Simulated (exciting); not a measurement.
## O K-edge absorption of KLuO2, all-electron BSE

Aim: the O K absorption edge of KLuO2 with the electron–hole interaction treated explicitly, and what each term of the kernel does.

Program: exciting sodium. Level of theory: X-ray absorption, core-level Bethe-Salpeter equation, exchange and statically screened direct term, Tamm-Dancoff, all-electron LAPW+lo LDA. Results are calculated unless marked as measured.

**1. The starting structure**

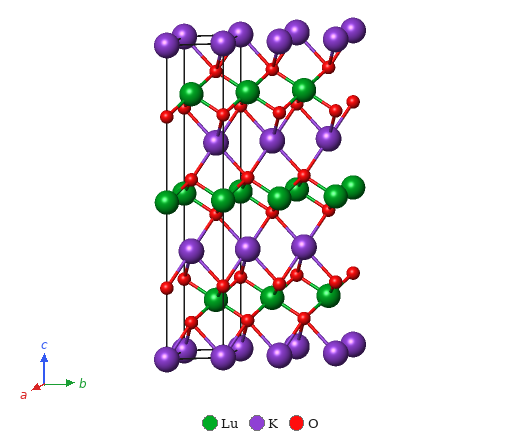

Start, viewed slightly off an axis; lutetium green, potassium purple, oxygen red. 1×3×1 cells are drawn. This picture shows the conventional cell, with its axes. Bonds to atoms that aren't drawn are left out. Some periodic images of atoms are drawn too.

Structure file:

```cif
data_structure
_symmetry_space_group_name_H-M 'P 1'
_symmetry_Int_Tables_number 1
_cell_length_a 6.4571
_cell_length_b 6.4571
_cell_length_c 6.4571
_cell_angle_alpha 30.046
_cell_angle_beta 30.046
_cell_angle_gamma 30.046
_cell_volume 59.79
loop_
_atom_site_label
_atom_site_type_symbol
_atom_site_fract_x
_atom_site_fract_y
_atom_site_fract_z
_atom_site_occupancy
Lu1 Lu 0.50000 0.50000 0.50000 1
K2 K 0.00000 0.00000 0.00000 1
O3 O 0.77267 0.77267 0.77267 1
O4 O 0.22733 0.22733 0.22733 1
```

Differences between curves are given as r.m.s. difference over r.m.s. height.

**2. Ground state**

The species files are the program's own, with muffin-tin radii set in the input.

input.xml

```
<input>
  <title>KLuO2</title>
  <structure speciespath="." autormt="false" epslat="1.0e-5">
    <crystal>
      <basevect>3.1629158690 1.8261103285 11.6427010089</basevect>
      <basevect>-3.1629158690 1.8261103285 11.6427010089</basevect>
      <basevect>0.0000000000 -3.6522206568 11.6427010089</basevect>
    </crystal>
    <species speciesfile="Lu.xml" rmt="2.240">
      <atom coord="0.5000000000 0.5000000000 0.5000000000"/>
    </species>
    <species speciesfile="K.xml" rmt="2.464">
      <atom coord="0.0000000000 0.0000000000 0.0000000000"/>
    </species>
    <species speciesfile="O.xml" rmt="1.856">
      <atom coord="0.7726658200 0.7726658200 0.7726658200"/>
      <atom coord="0.2273341800 0.2273341800 0.2273341800"/>
    </species>
  </structure>
  <groundstate do="fromscratch" xctype="LDA_PW" ngridk="4 4 4" rgkmax="7" gmaxvr="14" nempty="8" swidth="0.001" maxscl="100" epsengy="1e-5"/>
</input>
```

On the command line:

```sh
$ OMP_NUM_THREADS=1 mpirun -n 4 exciting
```

Numbers of over 12 decimals in the logs are rounded to 6 here.

The log of the run:

```text
EXCITING SODIUM started
********************************************************************************
* Ground-state run starting from atomic densities                              *
********************************************************************************
+ Starting initialization                                                      +
[... lattice and species ...]
 Spin treatment                             :    spin-unpolarised
 Number of Bravais lattice symmetries       :      12
[...]
+ Self-consistent loop stopped                                                 +
 STATE.OUT is written
********************************************************************************
* Groundstate module stopped                                                   *
********************************************************************************
 Total time spent (seconds)                 :        38.73
- CAUTION! Warnings have been written in file WARNING.OUT !                    -
| EXCITING SODIUM stopped                                                      =
[key lines of the parts left out:]
Total energy                               :    -15322.82040082
Fermi energy                               :         0.22963703
```

Run time: 40 s. Hardware: 4 MPI ranks of Arm Neoverse V2, shared host.

The warnings file holds hints only, no warning.

The mesh shows a gap of 3.54 eV. Core levels (Dirac, from the valence top):

```
atom  level  energy (eV)
   O  1s1/2       -499.8
```

**3. A richer basis for the empty states**

Each species file gets more local orbitals, built from u and its energy derivative at 0.15 Ha and u at 0.9 Ha.

input.xml is that of step 2.

SPECIES.xml, added lines

```
<lo l="L">  <!-- L = 0, 1, 2, and 3 from Cs on -->
  <wf matchingOrder="0" trialEnergy="0.1500" searchE="false"/>
  <wf matchingOrder="1" trialEnergy="0.1500" searchE="false"/>
  <wf matchingOrder="0" trialEnergy="0.9000" searchE="false"/>
</lo>
```

On the command line:

```sh
$ OMP_NUM_THREADS=1 mpirun -n 4 exciting
```

The log of the run:

```text
EXCITING SODIUM started
********************************************************************************
* Ground-state run starting from atomic densities                              *
********************************************************************************
+ Starting initialization                                                      +
[... lattice and species ...]
 Spin treatment                             :    spin-unpolarised
 Number of Bravais lattice symmetries       :      12
[...]
+ Self-consistent loop stopped                                                 +
 STATE.OUT is written
********************************************************************************
* Groundstate module stopped                                                   *
********************************************************************************
 Total time spent (seconds)                 :        42.33
- CAUTION! Warnings have been written in file WARNING.OUT !                    -
| EXCITING SODIUM stopped                                                      =
[key lines of the parts left out:]
Total energy                               :    -15322.82210709
Fermi energy                               :         0.22956276
```

It took 44 s on 4 MPI ranks.

Against the first ground state the total energy moves by -12 meV an atom and the gap by -0.03 eV.

**4. Screening, kernels and BSE for O atom 3**

The absorber has 3 Lu at 2.23 Å and 3 K at 2.75 Å (distorted octahedral, site symmetry 3m).

input.xml: that of step 3 with these lines changed.

```diff
@@ -19,3 +19,20 @@
   </structure>
-  <groundstate do="fromscratch" xctype="LDA_PW" ngridk="4 4 4" rgkmax="7" gmaxvr="14" nempty="8" swidth="0.001" maxscl="100" epsengy="1e-5"/>
+  <groundstate do="skip" xctype="LDA_PW" ngridk="4 4 4" rgkmax="7" gmaxvr="14" nempty="8" swidth="0.001" maxscl="100" epsengy="1e-5"/>
+  <xs xstype="BSE" ngridk="3 3 3" ngridq="3 3 3" vkloff="0.097 0.273 0.493" rgkmax="7" nempty="36" gqmax="3" lmaxapwwf="5" lmaxemat="2" broad="0.01654" tevout="true">
+    <energywindow intv="18.053 19.670" points="439"/>
+    <screening screentype="full" nempty="56"/>
+    <BSE xas="true" xasspecies="3" xasatom="1" xasedge="K" bsetype="singlet" nstlxas="1 32"/>
+    <qpointset>
+      <qpoint>0 0 0</qpoint>
+    </qpointset>
+    <plan>
+      <doonly task="xsgeneigvec"/>
+      <doonly task="writepmatxs"/>
+      <doonly task="scrgeneigvec"/>
+      <doonly task="scrwritepmat"/>
+      <doonly task="screen"/>
+      <doonly task="scrcoulint"/>
+      <doonly task="exccoulint"/>
+    </plan>
+  </xs>
 </input>
```

input.xml for the last start (plan only)

```
  <plan>
    <doonly task="bse"/>
  </plan>
```

On the command line:

```sh
$ OMP_NUM_THREADS=1 mpirun -n 4 exciting
$ OMP_NUM_THREADS=4 exciting
```

The log of the run:

```text
| EXCITING SODIUM started for task xsgeneigvec ( 301)                          =
One-shot GS runs for BSE calculations
One-shot GS runs for k+qmt/2 grids
Info(xsgeneigvec): Generating eigenvectors for Q-point      1
Info(xsgeneigvec): Generation of eigenvectors finished
| EXCITING SODIUM started for task writepmatxs ( 320)                          =
Info(writepmatxs): Momentum matrix elements finished
| EXCITING SODIUM started for task scrgeneigvec ( 401)                         =
One-shot GS runs for BSE calculations
One-shot GS runs for k+qmt/2 grids
[...]
Info(setup_bse_block): Setting up RR part of hamiltonian
Info(setup_bse_block): Singlet spin state
Info(bse): Diagonalizing RR Hamiltonian (TDA)
Info(bse): Invoking Lapack routine ZHEEVR
      1728 eigen solutions found in the interval:
         i1=       1 i2=    1728
Info(bse): Writing excition energies and oscillator strengths to text file.
Info(makespectrum_dist): Making spectrum using formula for coupling with time reversed AR basis.
Info(makespectrum_dist): Using formalism for vanishing momentum transfer.
Info(writederived): Writing quantities derived from the macroscopic dielectric function.
Info(bselauncher): Spectrum finished for iqmt=  1
Info(bselauncher): All done for BSE type singlet
```

Wall time 12 min (4 MPI ranks).

Wall time by task: xsgeneigvec 8.5 s, writepmatxs 4.4 s, scrgeneigvec 4.2 s, scrwritepmat 3.2 s, screen 3.8 min, scrcoulint 5.3 min, exccoulint 2.2 min, bse 3.9 s.

The O K spectrum of O atom 3 (energy from the Kohn–Sham onset, core level to the lowest empty state found on the meshes used, 503.25 eV; the ground-state mesh sets it, and the shifted mesh has its lowest transition 0.23 eV above it; Im ε scaled to the maximum of the singlet run; cut below the end of the band set):

```
E (eV)  isotropic  ε ⊥ c  ε ∥ c
  -5.0       0.02   0.02   0.02
  -4.0       0.03   0.03   0.03
  -3.0       0.05   0.05   0.06
  -2.0       0.11   0.09   0.15
  -1.0       0.47   0.31   0.78
   0.0       1.00   1.13   0.74
   1.0       0.81   0.89   0.65
   2.0       0.51   0.43   0.68
   3.0       0.39   0.34   0.49
   4.0       0.45   0.44   0.46
   5.0       0.69   0.77   0.55
   6.0       0.61   0.65   0.52
   7.0       0.34   0.38   0.27
   8.0       0.33   0.34   0.31
   9.0       0.25   0.27   0.19
  10.0       0.16   0.15   0.17
  11.0       0.15   0.13   0.19
  12.0       0.16   0.13   0.22
  13.0       0.18   0.16   0.22
  14.0       0.14   0.14   0.14
  15.0       0.10   0.09   0.10
  16.0       0.12   0.12   0.13
  17.0       0.18   0.17   0.20
  18.0       0.21   0.20   0.21
  19.0       0.17   0.15   0.20
  20.0       0.19   0.20   0.17
  21.0       0.19   0.19   0.18
  22.0       0.20   0.22   0.14
  23.0       0.19   0.21   0.14
  24.0       0.17   0.20   0.11
```

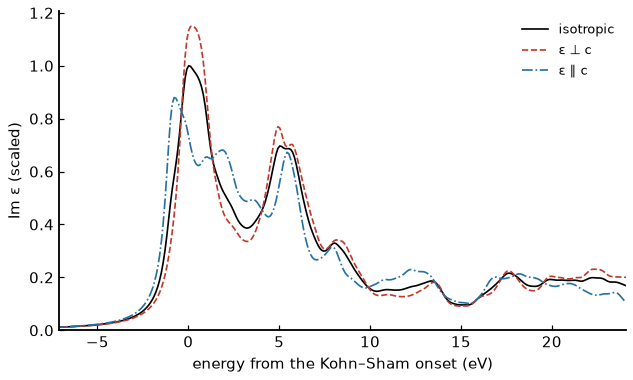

The O K edge of O atom 3.

Maxima (height): 0.0 eV (1.00), 5.0 eV (0.70), 8.0 eV (0.33), 13.4 eV (0.19), 17.7 eV (0.22) and 22.3 eV (0.20).

The Hamiltonian has 1728 rows. The lowest groups of eigenvalues and the brightest ones, on the scale above (the program counts from the shifted mesh's onset, 0.23 eV higher). Core spinors bring spin-forbidden partners, so dark means forbidden by spin or by symmetry, and the shifted mesh splits states that symmetry would keep together:

```
energy (eV)  states within 10 meV  relative strength
     -0.945                     1               dark
     -0.929                     1               0.54
     -0.817                     2               0.13
     -0.584                     2               0.26
     -0.385                     2              0.083
     -0.230                     1               dark
     -0.205                     1               1.00
     -0.043                     2               0.32
      0.184                     1               0.52
      0.504                     2               0.38
      0.854                     1               0.25
```

**5. Independent particles**

input.xml: that of step 4 with these lines changed.

```diff
@@ -23,3 +23,3 @@
     <screening screentype="full" nempty="56"/>
-    <BSE xas="true" xasspecies="3" xasatom="1" xasedge="K" bsetype="singlet" nstlxas="1 32"/>
+    <BSE xas="true" xasspecies="3" xasatom="1" xasedge="K" bsetype="IP" nstlxas="1 32"/>
     <qpointset>
@@ -28,9 +28,3 @@
     <plan>
-      <doonly task="xsgeneigvec"/>
-      <doonly task="writepmatxs"/>
-      <doonly task="scrgeneigvec"/>
-      <doonly task="scrwritepmat"/>
-      <doonly task="screen"/>
-      <doonly task="scrcoulint"/>
-      <doonly task="exccoulint"/>
+      <doonly task="bse"/>
     </plan>
```

On the command line:

```sh
$ OMP_NUM_THREADS=4 exciting
```

The log of the run:

```text
| EXCITING SODIUM started for task bse ( 445)                                  =
Info(bselauncher): Init time:    1.358533
Info(bselauncher): Setting up and diagonalizing BSE Hamiltonian.
Info(bselauncher): Using momentum transfer vectors from list :   1 to  1
Info(bselauncher): Distributing qmt-points over   1 processes.
Info(bselauncher): BSE type: IP
Info(bselauncher): Momentum transfer list index: iqmt=  1
Info(bselauncher): Momentum transfer: vqmtl=   0.000   0.000   0.000
Info(bse): Inspecting occupations...
Info(setranges_modxs): Number of non-reduced k-points:       27
[...]
highest unoccupied state:  55
  Opening gap with a scissor of:      0.000/H      0.000/eV
Info(select_transitions): Number of participating transitions:    1728
Info(bse): Selecting transitions...
Info(bse):bsegap (eV):   503.478907
Info(bse): IP requested, nothing much to do
Info(bse): Writing excition energies and oscillator strengths to text file.
Info(makespectrum_dist): Making spectrum using formula for coupling with time reversed AR basis.
Info(makespectrum_dist): Using formalism for vanishing momentum transfer.
Info(writederived): Writing quantities derived from the macroscopic dielectric function.
Info(bselauncher): Spectrum finished for iqmt=  1
Info(bselauncher): All done for BSE type IP
```

Wall time 3 s (4 threads).

Maxima (height): 2.8 eV (0.57), 8.1 eV (0.80), 10.0 eV (0.50), 14.4 eV (0.24) and 19.2 eV (0.23). Against the singlet run the r.m.s. difference is 72 %. Moving the earlier curve by +2.9 eV leaves 32 %. The highest maximum lies at 8.1 eV (0.80), against 0.0 eV (1.00).

**6. Exchange alone**

input.xml: that of step 5 with these lines changed.

```diff
@@ -23,3 +23,3 @@
     <screening screentype="full" nempty="56"/>
-    <BSE xas="true" xasspecies="3" xasatom="1" xasedge="K" bsetype="IP" nstlxas="1 32"/>
+    <BSE xas="true" xasspecies="3" xasatom="1" xasedge="K" bsetype="RPA" nstlxas="1 32"/>
     <qpointset>
```

On the command line:

```sh
$ OMP_NUM_THREADS=4 exciting
```

The log of the run:

```text
| EXCITING SODIUM started for task bse ( 445)                                  =
Info(bselauncher): Init time:    1.360953
Info(bselauncher): Setting up and diagonalizing BSE Hamiltonian.
Info(bselauncher): Using momentum transfer vectors from list :   1 to  1
Info(bselauncher): Distributing qmt-points over   1 processes.
Info(bselauncher): BSE type: RPA
Info(bselauncher): Momentum transfer list index: iqmt=  1
Info(bselauncher): Momentum transfer: vqmtl=   0.000   0.000   0.000
Info(bse): Inspecting occupations...
Info(setranges_modxs): Number of non-reduced k-points:       27
[...]
Info(setup_bse_block): Setting up RR part of hamiltonian
Info(setup_bse_block): Using RPA approximation
Info(bse): Diagonalizing RR Hamiltonian (TDA)
Info(bse): Invoking Lapack routine ZHEEVR
      1728 eigen solutions found in the interval:
         i1=       1 i2=    1728
Info(bse): Writing excition energies and oscillator strengths to text file.
Info(makespectrum_dist): Making spectrum using formula for coupling with time reversed AR basis.
Info(makespectrum_dist): Using formalism for vanishing momentum transfer.
Info(writederived): Writing quantities derived from the macroscopic dielectric function.
Info(bselauncher): Spectrum finished for iqmt=  1
Info(bselauncher): All done for BSE type RPA
```

The job ended after 4.5 s (4 threads).

Maxima (height): 2.8 eV (0.54), 8.1 eV (0.79), 10.0 eV (0.51), 14.4 eV (0.25) and 19.2 eV (0.23). Against the independent-particle run the r.m.s. difference is 3 %.

**7. Broadening**

Changed against the first singlet run: half width (eV) from 0.45 to 1.35.

input.xml: that of step 6 with these lines changed.

```diff
@@ -20,6 +20,6 @@
   <groundstate do="skip" xctype="LDA_PW" ngridk="4 4 4" rgkmax="7" gmaxvr="14" nempty="8" swidth="0.001" maxscl="100" epsengy="1e-5"/>
-  <xs xstype="BSE" ngridk="3 3 3" ngridq="3 3 3" vkloff="0.097 0.273 0.493" rgkmax="7" nempty="36" gqmax="3" lmaxapwwf="5" lmaxemat="2" broad="0.01654" tevout="true">
+  <xs xstype="BSE" ngridk="3 3 3" ngridq="3 3 3" vkloff="0.097 0.273 0.493" rgkmax="7" nempty="36" gqmax="3" lmaxapwwf="5" lmaxemat="2" broad="0.04961" tevout="true">
     <energywindow intv="18.053 19.670" points="439"/>
     <screening screentype="full" nempty="56"/>
-    <BSE xas="true" xasspecies="3" xasatom="1" xasedge="K" bsetype="RPA" nstlxas="1 32"/>
+    <BSE xas="true" xasspecies="3" xasatom="1" xasedge="K" bsetype="singlet" nstlxas="1 32"/>
     <qpointset>
```

On the command line:

```sh
$ OMP_NUM_THREADS=4 exciting
```

The log of the run:

```text
| EXCITING SODIUM started for task bse ( 445)                                  =
Info(bselauncher): Init time:    1.363301
Info(bselauncher): Setting up and diagonalizing BSE Hamiltonian.
Info(bselauncher): Using momentum transfer vectors from list :   1 to  1
Info(bselauncher): Distributing qmt-points over   1 processes.
Info(bselauncher): BSE type: singlet
Info(bselauncher): Momentum transfer list index: iqmt=  1
Info(bselauncher): Momentum transfer: vqmtl=   0.000   0.000   0.000
Info(bse): Inspecting occupations...
[...]
Info(setup_bse_block): Setting up RR part of hamiltonian
Info(setup_bse_block): Singlet spin state
Info(bse): Diagonalizing RR Hamiltonian (TDA)
Info(bse): Invoking Lapack routine ZHEEVR
      1728 eigen solutions found in the interval:
         i1=       1 i2=    1728
Info(bse): Writing excition energies and oscillator strengths to text file.
Info(makespectrum_dist): Making spectrum using formula for coupling with time reversed AR basis.
Info(makespectrum_dist): Using formalism for vanishing momentum transfer.
Info(writederived): Writing quantities derived from the macroscopic dielectric function.
Info(bselauncher): Spectrum finished for iqmt=  1
Info(bselauncher): All done for BSE type singlet
```

Wall time 4.5 s (4 threads).

The spectrum differs from the singlet run by 26 % r.m.s. The highest maximum lies at 0.4 eV (0.63), against 0.0 eV (1.00). Only the width of each line changes; the area stays. A table step wider than the lines misses their tops.

```
E (eV)  first run  this run
 -11.0       0.01      0.02
 -10.0       0.01      0.02
  -9.0       0.01      0.02
  -8.0       0.01      0.03
  -7.0       0.01      0.03
  -6.0       0.02      0.04
  -5.0       0.02      0.06
  -4.0       0.03      0.09
  -3.0       0.05      0.13
  -2.0       0.11      0.23
  -1.0       0.47      0.42
   0.0       1.00      0.61
   1.0       0.81      0.61
   2.0       0.51      0.51
   3.0       0.39      0.45
   4.0       0.45      0.46
   5.0       0.69      0.51
   6.0       0.61      0.47
   7.0       0.34      0.37
   8.0       0.33      0.31
   9.0       0.25      0.25
  10.0       0.16      0.20
  11.0       0.15      0.18
  12.0       0.16      0.17
  13.0       0.18      0.17
  14.0       0.14      0.15
  15.0       0.10      0.14
  16.0       0.12      0.14
  17.0       0.18      0.17
  18.0       0.21      0.18
  19.0       0.17      0.17
  20.0       0.19      0.18
  21.0       0.19      0.18
  22.0       0.20      0.18
  23.0       0.19      0.17
  24.0       0.17      0.16
```

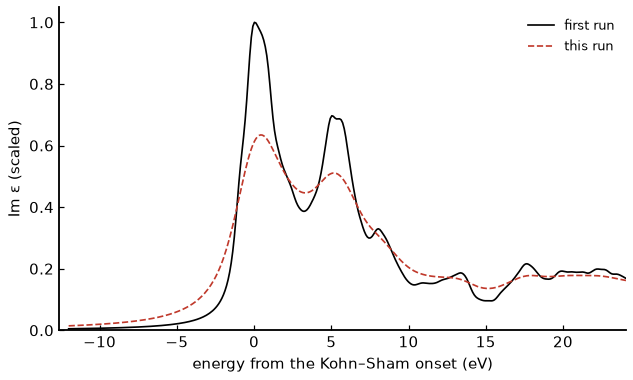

This run beside the first singlet run.

(Part 1 of 2 ends here.)

[Banner, clock and machine lines of the logs are left out without a mark of their own.]

[Logs are printed without paths, hosts, clocks, repeated set-up lines and the standing remarks that a program may print on its own settings, such as how far it seeks lower states.]

[Hosts, paths, dates, database ids (printed as entryN), source tags and the programs' standing remarks are cut or masked in the printed files.]
